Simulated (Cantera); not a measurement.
Input: 1 mol Si, 0.043 mol CO2, 600 mol N2, 0.045 mol O2, held at 0.990 bar.

These are equilibrium values from Cantera (NASA tables, ideal gas, pure condensed phases), not measurements of a reactor. Candidate condensed phases: C, Si, SiC, SiO2, Si2N2O, Si3N4; 34 gas species. Mutual solubility and eutectic melting of coexisting phases are not modelled. The tables' values for SiN are old estimates; treat these amounts as uncertain. Kinetics and transport are ignored.

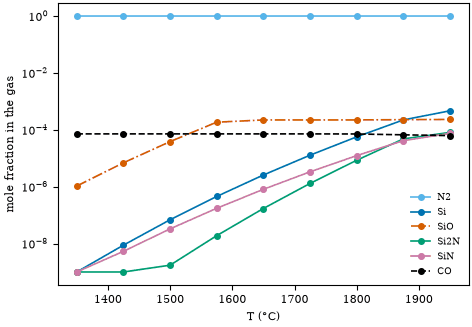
Fig. 1. Equilibrium gas composition (values under 1e-9 drawn at 1e-9)

Question: Read off the mole fractions at 1875 °C.

Answer: N2 about 1.00, SiO about 0.00023, Si about 0.00022, CO about 6.7e-5, Si2N about 4.8e-5, SiN about 4.1e-5.
